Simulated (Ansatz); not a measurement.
Relaxed TiAl (CuAu type, space group P4/mmm):

```xyz
4
Lattice="5.6258 0.0000 0.0000 0.0000 2.8129 0.0000 0.0000 0.0000 4.0584" Properties=species:S:1:pos:R:3 pbc="T T T"
Al     1.4065     1.4065     2.0292
Al     4.2194     1.4065     2.0292
Ti     0.0000     0.0000     0.0000
Ti     2.8129     0.0000     0.0000
```

Two-dimensional scan of atom 2 (Al, nearest neighbour Al at 2.813 Å; its periodic images, 2.8 Å or more away, move with it): u runs along (1.000, 0.000, 0.000), v along (0.000, 0.000, 1.000) (Cartesian). Cell and other atoms are fixed.

Computed with r2SCAN (plane waves to 500 eV, PAW, scalar-relativistic; Ansatz, a first-principles code). k mesh 7×13×9 (Γ-centred), Fermi-Dirac smearing 0.05 eV. E stands for the smeared free energy. Points where atoms come too close for the PAW data are left out (x in tables, blank in figures). With partly filled bands, energies and forces of such displacements shift with the k mesh and the smearing. Fu and Fv are the components of the force on the atom. TiAl is run without spin polarisation. TiAl was relaxed with its symmetry unable to fall. ΔE is measured from the undisplaced structure. Axes are in Å.

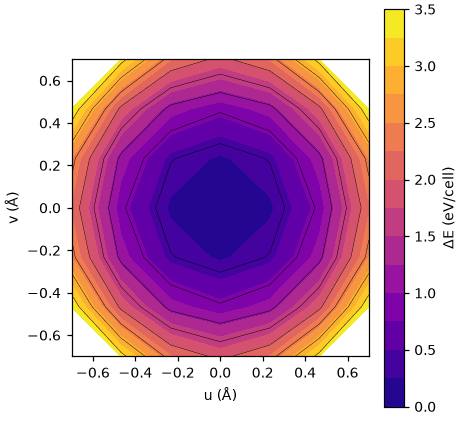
*ΔE (eV/cell) over the 7×7 grid of computed points.*

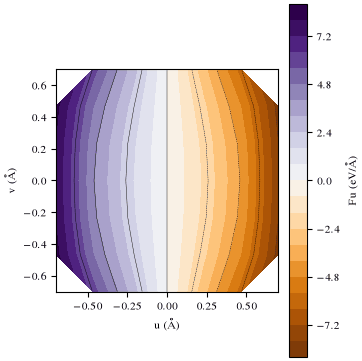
*Fu (eV/Å) over the 7×7 grid of computed points.*

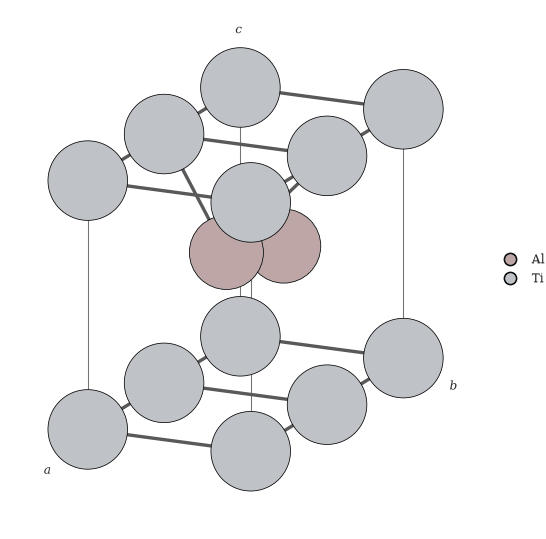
The cell of the calculation at u = -0.700 Å, v = 0.467 Å.

Centre of the map: a minimum. Principal force constants in the plane (five-point differences of the forces): 7.0 and 7.7 eV/Å². Lowest place on the grid: u = 0.000 Å, v = 0.000 Å (0 meV/cell).

(For displaced atoms, the force is minus the slope of the energy, and its curvature is a force constant, which sets phonon frequencies.)
